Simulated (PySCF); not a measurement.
# CH3ClSi (SMILES C[Si]Cl) at HF/ANO-RCC-MB (sfX2C)

Aim: the vertical ionisation energy of CH3ClSi at HF/ANO-RCC-MB (sfX2C), from 2 runs. 

Program for the calculation: PySCF 2.14.0.

### Step 1. The structure to begin with

The species is CH3ClSi (6 atoms), meant as a singlet with charge 0. SMILES: `C[Si]Cl`. Geometry: relaxed at PBE0-D4/def2-TZVP.

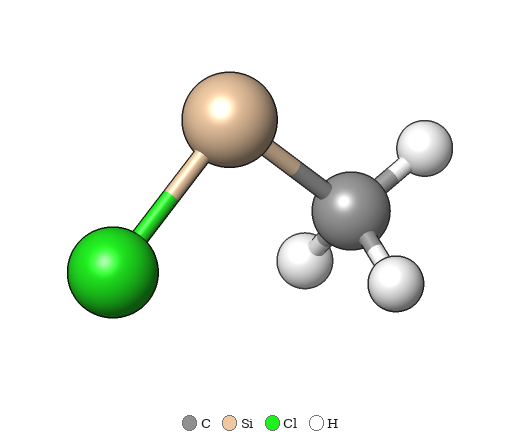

The structure, seen from a chosen angle (carbon grey, silicon light orange, chlorine green, hydrogen white).

### Step 2. A single-point energy at HF/ANO-RCC-MB (sfX2C)

Input file run.py:

```python
from pyscf import gto

system = gto.M(
    atom='''
C     -0.795386     0.710915    -0.334670
Si     0.431236    -1.213393     2.405810
Cl     3.510544    -2.898651     0.582981
H      0.668585     2.014070    -1.004200
H     -2.473085     1.795051     0.189162
H     -1.262526    -0.529123    -1.926387
''',
    basis='ano-rcc-mb',
    unit='bohr',
    max_memory=1860,
    charge=0,
    spin=0,
    verbose=3,
)

myscf = system.RHF()
myscf = myscf.sfx2c1e()
myscf.conv_tol = 1e-10
myscf.kernel()
if not myscf.converged:
    myscf = myscf.newton().run(myscf.mo_coeff, myscf.mo_occ)

e_final = myscf.e_tot
print('E(%s) = %.9f' % ('HF', e_final))
```

Launch:

```
$ OMP_NUM_THREADS=1 python run.py
```

What it wrote:

```text
converged SCF energy = -789.976799408765
E(HF) = -789.976799409
```

It took 1.6 s on 1 thread of Arm Neoverse V2, shared host; peak memory 0.14 GiB.

### Step 3. The doublet cation

Input file calc.py:

```python
from pyscf import gto

mol = gto.Mole()
mol.atom = [
    ('C', (-0.420900, 0.376200, -0.177100)),
    ('Si', (0.228200, -0.642100, 1.273100)),
    ('Cl', (1.857700, -1.533900, 0.308500)),
    ('H', (0.353800, 1.065800, -0.531400)),
    ('H', (-1.308700, 0.949900, 0.100100)),
    ('H', (-0.668100, -0.280000, -1.019400)),
]
mol.max_memory = 1860
mol.basis = 'ano-rcc-mb'
mol.spin = 1
mol.charge = 1
mol.verbose = 3
mol.build()

mf = mol.UHF()
mf = mf.x2c()
mf.conv_tol = 1e-10
mf.kernel()
if not mf.converged:
    mf = mf.newton().run(mf.mo_coeff, mf.mo_occ)

e_tot = mf.e_tot
print('E(%s) = %.9f' % ('HF', e_tot))
```

Launch:

```
$ OMP_NUM_THREADS=1 python calc.py
```

What it wrote:

```text
converged SCF energy = -789.638418658692  <S^2> = 0.7633385  2S+1 = 2.0132943
E(HF) = -789.638418659
```

Wall time 1.6 s (1 thread of Arm Neoverse V2, shared host); peak memory 0.14 GiB.

### Step 4. Summary of results

Level: HF/ANO-RCC-MB (sfX2C).

```
                                          quantity          value
                     singlet CH3ClSi: total energy  -789.97680 Eh
                    singlet CH3ClSi: dipole moment         2.63 D
                      singlet CH3ClSi: HOMO energy       -9.68 eV
                      singlet CH3ClSi: LUMO energy        0.26 eV
                    singlet CH3ClSi: HOMO–LUMO gap        9.95 eV
                      doublet cation: total energy  -789.63842 Eh
doublet cation: HOMO energy (highest over α and β)      -18.38 eV
 doublet cation: LUMO energy (lowest over α and β)       -8.70 eV
                              doublet cation: ⟨S²⟩          0.763
vertical ionisation energy (to the doublet cation)       9.208 eV
```

Removing an electron at fixed nuclei costs 9.21 eV (212 kcal/mol). −ε(HOMO) before ionisation, 9.68 eV, is 0.48 eV above this ionisation energy. In a minimal basis such a difference can be off by several eV, whatever the method. Mulliken charges (singlet CH3ClSi) run from -0.75 on C1 to +0.69 on Si2. Mulliken charges (doublet cation) run from -0.73 on C1 to +1.16 on Si2; they depend strongly on the basis.
